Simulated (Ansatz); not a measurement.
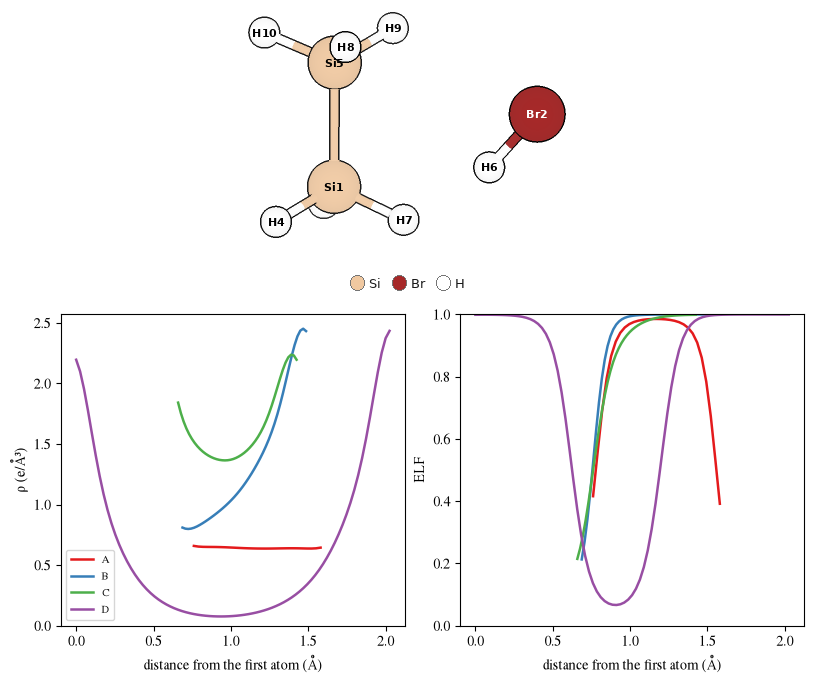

The picture shows: H$_{6}$Si$_{2}$···HBr. Electron density and ELF along straight lines between neighbouring atoms. The curves leave out the atomic cores. The structure is drawn too.

The product side of a reaction path; geometry: PBE0-D4/def2-TZVP.

Computed with Ansatz 0.2.0, RKS PBE0-D4/def2-TZVPP.

```tsv
atom	x (Å)	y (Å)	z (Å)
Si	-0.2164	-1.1732	0.6312
Br	2.8928	1.4929	-0.8645
H	-0.6583	-2.4014	-0.0809
H	-0.6259	-1.2663	2.0574
Si	-1.1193	0.7397	-0.3703
H	2.4250	0.3134	-0.2174
H	1.2760	-1.1442	0.5932
H	-0.6641	1.9592	0.3458
H	-0.7062	0.8187	-1.7952
H	-2.6034	0.6612	-0.2993
```

Which curve belongs to which contact (Br–H, H–H, Si–H and Si–Si)? The first atom named is at distance zero.

Answer. Curve A: Si–Si (2.34 Å): the density is about 0.64 e/Å³ at the midpoint; the ELF peaks at about 1 between the atoms: a shared electron pair. Curve B: Si–H (1.49 Å): ρ at the midpoint is about 0.8 e/Å³; the ELF climbs to about 1 towards the hydrogen, as it does in any bond to H. Curve C: Br–H (1.42 Å): the density is about 1.6 e/Å³ at the midpoint; the ELF climbs to about 1 towards the hydrogen. Curve D: H6···H7 (2.03 Å): the density falls to about 0.08 e/Å³ on the way; the ELF dips to about 0.05 between them.
